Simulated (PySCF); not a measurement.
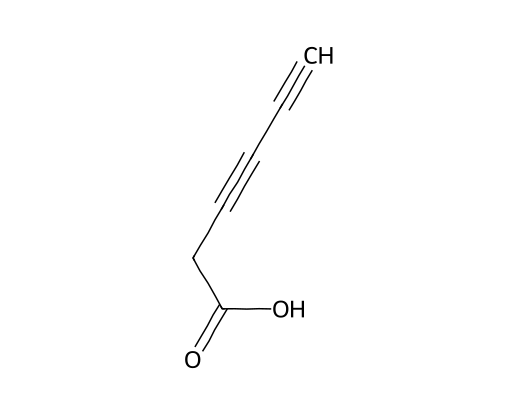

Computed geometry: GFN2-xTB optimisation. No frequency run is at hand to confirm it as a minimum. Method: B3LYP/pcJ-1, gas phase (PySCF 2.14.0).

What does the calculation give?

The species is C₆H₄O₂ (`C#CC#CCC(=O)O`).
- dipole moment: 2.13 D
- HOMO energy (Kohn–Sham orbital): −7.15 eV
- LUMO energy (Kohn–Sham orbital): −0.86 eV
- HOMO–LUMO gap: 6.29 eV
